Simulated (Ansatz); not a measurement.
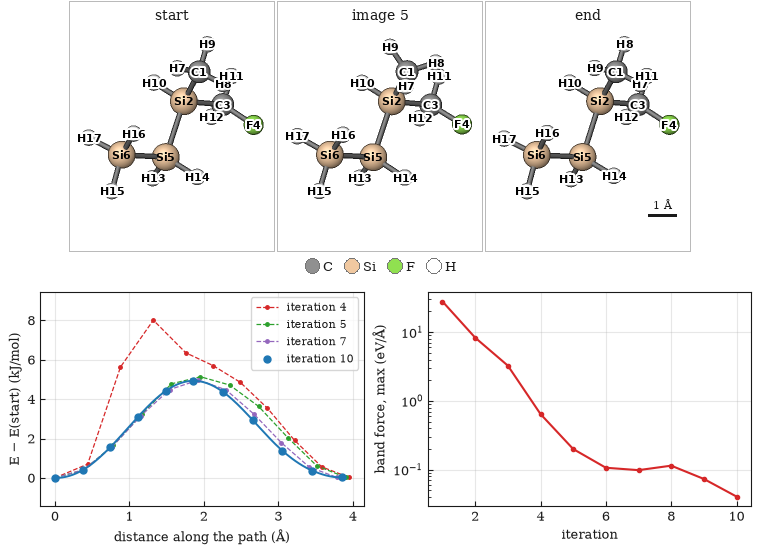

NEB run on C₂H₁₁FSi₃. Images are numbered from 0 (start) to 10 (end). The plot follows the band through its iterations. Style: ball-and-stick. Shown from a free direction.

These are results of RKS PBE-D4/STO-3G (Ansatz), not measurements. Run with 9 movable images; climbing image; force threshold 0.05 eV/Å; iteration limit 50; starting path through a guess of the saddle point.

Judge this run.

Answer. The result is final at these settings. The band converged in 10 iterations. The largest component of the band force went from 28 to 0.041 eV/Å. The climbing image converged on the top of the path. Its vibrational analysis gives one imaginary mode (142i cm⁻¹), as a transition state must have. The first iteration put the highest image at 868.43 kJ/mol. The barrier is about 4.93 kJ/mol in both directions, with image 5 at the top; the ends have the same energy.

Limits of the set-up: STO-3G is a minimal basis, so the numbers are rough.

Cost: 3.9 min on 1 thread of Intel(R) Xeon(R) 6975P-C (Granite Rapids) (shared host), peak memory 0.13 GiB.
